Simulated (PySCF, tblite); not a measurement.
# BH6O4Si−, a fragment of a glass network (dimer): NMR shifts, core binding energies and electronic excitations, part 2 of 2

tblite 0.8.0 and PySCF 2.14.0. Atoms count from 0, parts from 1. Earlier steps stand in the parts before.

### Step 5. Core holes by ΔSCF: SCAN, X2C

Job settings and geometry (Å):

```
{"job": {"kind": "xps", "holes": 5, "basis": "aug-pcX-2", "basis_other": "aug-pcseg-1"}, "charge": -1, "multiplicity": 1}
O      0.223823    -0.664117     1.144115
B      0.626170     0.557392     0.379020
O      0.063899     1.697825     1.081686
O      2.057536     0.727244     0.206188
O      0.008952     0.316883    -0.971416
Si    -1.054617    -0.934609    -0.889593
H     -0.249458    -0.338272     1.914554
H      0.577923     2.455584     0.793810
H      2.267889     0.259080    -0.605110
H     -2.243520    -0.821184     0.030999
H     -0.515642    -2.338764    -0.805627
H     -1.723877    -0.946309    -2.261905
```

Level: delta-SCF UKS SCAN, aug-pcX-2 on the ionised atom, aug-pcseg-1 elsewhere, spin-free X2C.

Output:

```text
ground state, core basis on atom 0 (O), 234 functions
  cycle   1  E = -619.37475277  |g| = 1.36e+00
  cycle   2  E = -615.88485886  |g| = 3.72e+00
  cycle   3  E = -619.67465362  |g| = 4.50e-01
  cycle   4  E = -619.71887418  |g| = 2.71e-01
  cycle   5  E = -619.73091626  |g| = 9.85e-02
  cycle   6  E = -619.73270966  |g| = 2.18e-02
  cycle   7  E = -619.73279795  |g| = 8.39e-03
  cycle   8  E = -619.73280464  |g| = 5.40e-03
  cycle   9  E = -619.73280906  |g| = 3.02e-04
  E(ground) = -619.77731385 Eh
hole in O 1s of atom 0
  cycle   1  E = -599.32967339  |g| = 2.22e+00
  cycle   2  E = -598.87601710  |g| = 2.20e+00
  cycle   3  E = -600.07949438  |g| = 4.66e-01
  cycle   4  E = -600.10463152  |g| = 3.40e-01
  cycle   5  E = -600.14653880  |g| = 5.97e-02
  cycle   6  E = -600.14734613  |g| = 3.89e-02
  cycle   7  E = -600.14790333  |g| = 7.04e-03
  cycle   8  E = -600.14792248  |g| = 2.30e-03
  cycle   9  E = -600.14792500  |g| = 7.28e-04
  cycle  10  E = -600.14792477  |g| = 2.64e-04
  E(ion) = -600.19333262 Eh   <S^2> = 0.7619   hole on atom = 1.000   binding energy = 532.907 eV
ground state, core basis on atom 1 (B), 234 functions
  cycle   1  E = -619.70087296  |g| = 8.28e-02
  cycle   2  E = -619.69920683  |g| = 1.19e-01
  cycle   3  E = -619.70171306  |g| = 1.97e-02
  cycle   4  E = -619.70176815  |g| = 1.07e-02
  cycle   5  E = -619.70179132  |g| = 2.31e-03
  cycle   6  E = -619.70179259  |g| = 4.01e-04
  E(ground) = -619.75188179 Eh
hole in B 1s of atom 1
  cycle   1  E = -612.23800190  |g| = 1.19e+00
  cycle   2  E = -611.53254242  |g| = 1.70e+00
  cycle   3  E = -612.58444010  |g| = 3.42e-01
  cycle   4  E = -612.61683326  |g| = 1.97e-01
  cycle   5  E = -612.63034122  |g| = 3.32e-02
  cycle   6  E = -612.63068019  |g| = 9.60e-03
  cycle   7  E = -612.63064474  |g| = 1.32e-02
  cycle   8  E = -612.63071027  |g| = 1.37e-03
  cycle   9  E = -612.63071074  |g| = 7.77e-04
  cycle  10  E = -612.63071179  |g| = 4.33e-04
  E(ion) = -612.68000282 Eh   <S^2> = 0.7636   hole on atom = 1.000   binding energy = 192.436 eV
ground state, core basis on atom 2 (O), 234 functions
  cycle   1  E = -619.73253671  |g| = 1.02e-01
  cycle   2  E = -619.73170965  |g| = 8.40e-02
  cycle   3  E = -619.73237229  |g| = 5.49e-02
  cycle   4  E = -619.73286904  |g| = 4.72e-03
  cycle   5  E = -619.73287397  |g| = 1.02e-03
  cycle   6  E = -619.73287192  |g| = 2.91e-04
  E(ground) = -619.77733247 Eh
hole in O 1s of atom 2
  cycle   1  E = -599.33610567  |g| = 2.22e+00
  cycle   2  E = -597.47236269  |g| = 2.54e+00
  cycle   3  E = -599.95303065  |g| = 6.10e-01
  cycle   4  E = -600.11222744  |g| = 2.89e-01
  cycle   5  E = -600.13419206  |g| = 1.70e-01
  cycle   6  E = -600.14440710  |g| = 3.90e-02
  cycle   7  E = -600.14501912  |g| = 1.20e-02
  cycle   8  E = -600.14506040  |g| = 6.02e-03
  cycle   9  E = -600.14507382  |g| = 1.43e-03
  cycle  10  E = -600.14507478  |g| = 9.40e-04
  cycle  11  E = -600.14507480  |g| = 3.75e-04
  E(ion) = -600.19016886 Eh   <S^2> = 0.7613   hole on atom = 1.000   binding energy = 532.994 eV
ground state, core basis on atom 4 (O), 234 functions
  cycle   1  E = -619.73439407  |g| = 1.25e-01
  cycle   2  E = -619.73030777  |g| = 1.74e-01
  cycle   3  E = -619.73534398  |g| = 4.42e-02
  cycle   4  E = -619.73563292  |g| = 1.77e-02
  cycle   5  E = -619.73568747  |g| = 1.64e-03
  cycle   6  E = -619.73568964  |g| = 4.13e-04
  E(ground) = -619.78019775 Eh
hole in O 1s of atom 4
  cycle   1  E = -599.34687244  |g| = 2.23e+00
  cycle   2  E = -598.82991396  |g| = 2.25e+00
  cycle   3  E = -600.11343842  |g| = 4.69e-01
  cycle   4  E = -600.14447496  |g| = 3.27e-01
  cycle   5  E = -600.18311195  |g| = 5.19e-02
  cycle   6  E = -600.18400023  |g| = 1.71e-02
  cycle   7  E = -600.18409716  |g| = 8.28e-03
  cycle   8  E = -600.18412203  |g| = 2.30e-03
  cycle   9  E = -600.18412404  |g| = 6.62e-04
  cycle  10  E = -600.18412576  |g| = 2.69e-04
  E(ion) = -600.22960217 Eh   <S^2> = 0.7626   hole on atom = 1.000   binding energy = 531.999 eV
ground state, core basis on atom 5 (Si), 245 functions
  cycle   1  E = -619.80278231  |g| = 2.98e-01
  cycle   2  E = -619.79803516  |g| = 1.87e-01
  cycle   3  E = -619.79673849  |g| = 2.01e-01
  cycle   4  E = -619.80436821  |g| = 1.68e-02
  cycle   5  E = -619.80441394  |g| = 5.08e-03
  cycle   6  E = -619.80441720  |g| = 9.85e-04
  cycle   7  E = -619.80441803  |g| = 3.69e-04
  E(ground) = -619.81045986 Eh
hole in Si 2p of atom 5
  cycle   1  E = -615.70162977  |g| = 1.24e+00
  cycle   2  E = -615.39401744  |g| = 1.26e+00
  cycle   3  E = -615.93011589  |g| = 4.49e-01
  cycle   4  E = -616.01500254  |g| = 1.63e-01
  cycle   5  E = -616.02296717  |g| = 6.73e-02
  cycle   6  E = -616.02450610  |g| = 3.68e-02
  cycle   7  E = -616.02501323  |g| = 7.25e-03
  cycle   8  E = -616.02502987  |g| = 3.64e-03
  cycle   9  E = -616.02503496  |g| = 1.13e-03
  cycle  10  E = -616.02503518  |g| = 2.12e-04
  E(ion) = -616.04245574 Eh   <S^2> = 0.7520   hole on atom = 1.003   binding energy = 102.533 eV
  2p3/2 = 102.307 eV   2p1/2 = 102.931 eV
```

It took 65 s on 1 thread of Arm Neoverse V1, shared host; peak memory 0.98 GiB.

The holes in one table. −ε is the ground-state orbital energy:

```
       hole  stands for               environment  ΔSCF (eV; 2p as the shell's mean)  −ε (eV)   ⟨S²⟩
  O1s on O0          O0     oxygen bonded to B, H                             532.91    511.2  0.762
  B1s on B1          B1       boron bonded to 4 O                             192.44    176.1  0.764
  O1s on O2          O2     oxygen bonded to B, H                             532.99    511.0  0.761
  O1s on O4          O4    oxygen bonded to B, Si                             532.00    510.8  0.763
Si2p on Si5         Si5  silicon bonded to O, 3 H                             102.52     91.7  0.752
```

With the spin-orbit splitting: Si5 2p3/2 102.31, 2p1/2 102.93 eV. The table gives each 2p level as the mean over the whole 2p shell (two parts 2p3/2, one part 2p1/2), which differs a little from the single hole in the log.

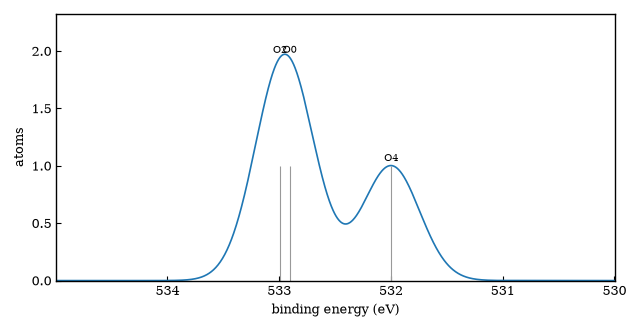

The O1s photoelectron lines, weighted by the number of atoms. Only 3 of the 4 O atoms are covered by sound results. Lines are broadened to a width of 0.60 eV (Gaussian).

### Step 6. TDDFT and polarisability: CAM-B3LYP/def2-SVPD

Settings changed since step 5:

```diff
@@ -1,2 +1,2 @@
-{"job": {"kind": "xps", "holes": 5, "basis": "aug-pcX-2", "basis_other": "aug-pcseg-1"}, "charge": -1, "multiplicity": 1}
+{"job": {"kind": "uv", "xc": "CAM-B3LYP", "basis": "def2-SVPD", "nstates": 6, "ntriplets": 2, "ip": true}, "charge": -1, "multiplicity": 1}
 O      0.223823    -0.664117     1.144115
```

With the program's defaults for keys left out, this is: TDDFT CAM-B3LYP/def2-SVPD, vertical, gas phase, core orbitals frozen in the response.

Output:

```text
coarse grid: 10776 points
cycle   1  E = -618.2742020808  dE =  6.285e-01  |g| = 1.260e+00  |ddm| = 4.309e+00
cycle   2  E = -618.0552920799  dE =  2.189e-01  |g| = 1.693e+00  |ddm| = 3.718e+00
cycle   3  E = -618.5900484802  dE = -5.348e-01  |g| = 9.510e-02  |ddm| = 2.132e+00
cycle   4  E = -618.5910840435  dE = -1.036e-03  |g| = 6.769e-02  |ddm| = 1.963e-01
cycle   5  E = -618.5918999078  dE = -8.159e-04  |g| = 1.339e-02  |ddm| = 7.562e-02
cycle   6  E = -618.5919343651  dE = -3.446e-05  |g| = 2.629e-03  |ddm| = 2.877e-02
cycle   7  E = -618.5919358941  dE = -1.529e-06  |g| = 5.878e-04  |ddm| = 5.683e-03
final grid: 100200 points
cycle   8  E = -618.6988787332  dE = -3.673e-05  |g| = 3.102e-03  |ddm| = 5.860e-02
cycle   9  E = -618.6988786530  dE =  8.020e-08  |g| = 3.428e-03  |ddm| = 8.168e-03
cycle  10  E = -618.6988806681  dE = -2.015e-06  |g| = 3.225e-04  |ddm| = 3.111e-03
cycle  11  E = -618.6988806888  dE = -2.069e-08  |g| = 1.768e-04  |ddm| = 7.608e-04
cycle  12  E = -618.6988806947  dE = -5.959e-09  |g| = 5.230e-05  |ddm| = 2.644e-04
cycle  13  E = -618.6988806953  dE = -5.584e-10  |g| = 1.869e-05  |ddm| = 9.180e-05
converged SCF energy = -618.6988806953

Static polarisability (au): isotropic 68.356, principal 63.811 65.512 75.745

Singlet excitations
state   eV       nm        f      main configurations
  1   6.1497    201.6   0.00900   H->L 0.83
  2   6.2656    197.9   0.01100   H-1->L 0.75
  3   6.6601    186.2   0.06324   H-2->L 0.68
  4   6.8493    181.0   0.02775   H->L+1 0.36, H-3->L 0.18, H->L+2 0.15
  5   6.9130    179.3   0.05341   H-1->L+1 0.61, H-2->L+1 0.13, H-3->L+1 0.09
  6   6.9935    177.3   0.00878   H->L+1 0.34, H-3->L 0.11, H-3->L+1 0.09

Triplet excitations (Tamm-Dancoff, eV): 5.9944 6.1129
Vertical ionisation energy (delta-SCF) = 5.3574 eV
```

Wall time 2.6 min (1 thread of Arm Neoverse V1, shared host); peak memory 1 GiB.

The orbitals next to the gap, with their largest atomic shares:

| orbital | eV | atoms |
| --- | --- | --- |
| HOMO−3 | -5.50 | O3 33 %, O0 17 %, Si5 13 % |
| HOMO−2 | -5.01 | O4 28 %, O0 22 %, O2 18 % |
| HOMO−1 | -4.68 | O4 31 %, O3 26 %, O2 11 % |
| HOMO | -4.57 | O0 25 %, O2 22 %, O3 18 % |
| LUMO | 4.42 | B1 42 %, O2 11 %, O3 10 % |
| LUMO+1 | 4.86 | Si5 49 %, H11 12 %, H9 11 % |
| LUMO+2 | 5.60 | O3 28 %, O2 21 %, O4 11 % |

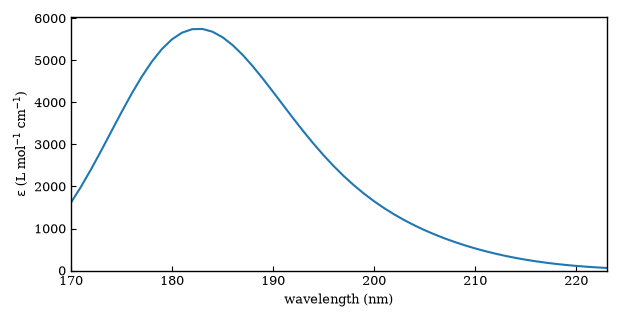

Absorption spectrum: each of the 6 states is a Gaussian band of 0.4 eV half-width at 1/e. Beyond the last state computed it falls off for lack of states.

Further results of this job:

```
           property  computed
polarisability (Å³)     10.13
 HOMO–LUMO gap (eV)      8.99
      −ε(HOMO) (eV)      4.57
```

### Step 7. What came out

This closing draws on all 2 parts.

| quantity | value |
| --- | --- |
| point group | C1 |
| rotational constants (main isotopes) | 4.82, 2.01, 1.93 GHz |
| shieldings of H, O (PBE0/aug-pcSseg-2) | H9 26.3, H10 26.3, H11 26.6, H6 30.6, H8 31.6, H7 31.7, O0 238.0, O4 245.0 ppm and more |
| O1s binding energies, SCAN/aug-pcX-2 (standing for 3 of 4 atoms) | O2 532.99, O0 532.91, O4 532.00 eV |
| B1s binding energies, SCAN/aug-pcX-2 | B1 192.44 eV |
| Si2p binding energies, SCAN/aug-pcX-2 | Si5 102.52 eV |
| lowest singlet (CAM-B3LYP/def2-SVPD) | 6.15 eV (202 nm), f = 0.009 |
| brightest single state of those computed | state 3, 6.66 eV, f = 0.063 |
| lowest triplet | 5.99 eV |
| vertical ionisation energy (ΔSCF) | 5.36 eV |

The start of the PBE0/def2-SVP relaxation was shaken at random by about 0.01 Å, so part of the energy gained, and of the first lengths quoted, undoes that. Over 25 steps the energy fell by 0.410 eV; of the close pairs, O4–Si5 changed most, 1.549 to 1.644 Å (PBE0/def2-SVP). Hydrogens of an XH3 group are listed apart at this fixed geometry; free rotation makes them one line at their mean. At PBE0/aug-pcSseg-2: The widest tensor belongs to Si5: span 180 ppm, with a paramagnetic part of -436 ppm. At SCAN/aug-pcX-2: O2 (oxygen bonded to B, H) binds its O1s electron 1.00 eV more tightly than O4 (oxygen bonded to B, Si). Only 3 of the 4 O atoms are covered by sound results. The lowest singlet, at 6.15 eV, is HOMO→LUMO 0.83 and is weak; of the 6 states computed, the strongest absorption comes from state 3 at 6.66 eV. The lowest triplet lies 0.16 eV below the lowest singlet (triplets in Tamm-Dancoff, singlets in full TDDFT). In the gas-phase run even the lowest singlet lies above the computed detachment energy of this anion, so its states are not to be taken as bound. At CAM-B3LYP/def2-SVPD, all states lie near or above the ionisation energy, where they hang on the basis. The orbital energy would give 4.57 eV for ionisation, ΔSCF gives 5.36 eV. A capped cluster stands for the solid here, so long-range fields and strain are missing, and bands or shifts of the capping hydrogens have no counterpart in it.
